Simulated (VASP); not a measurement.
Band structure of Nb$_{4}$C$_{3}$N (ordered alloy cell). Calculation: PBEsol GGA, VASP's PBE PAW potentials (set 64) (plane waves; VASP 6.6.1).

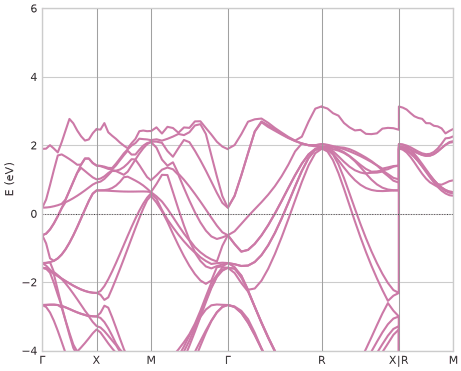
Bands along high-symmetry lines, zero at the valence-band maximum or, without a gap, the Fermi level

Read the plot: is there a gap, and where are the band edges?

It has no gap at this level: it comes out as a metal or semimetal. (Edges off the drawn lines would not show.)

The structure was generated: Nb4C3N was put into an ordered model structure (Pm-3m), which need not be its known phase. It was relaxed first. The electron count is odd and the run is not spin-polarised, which forces a metal.
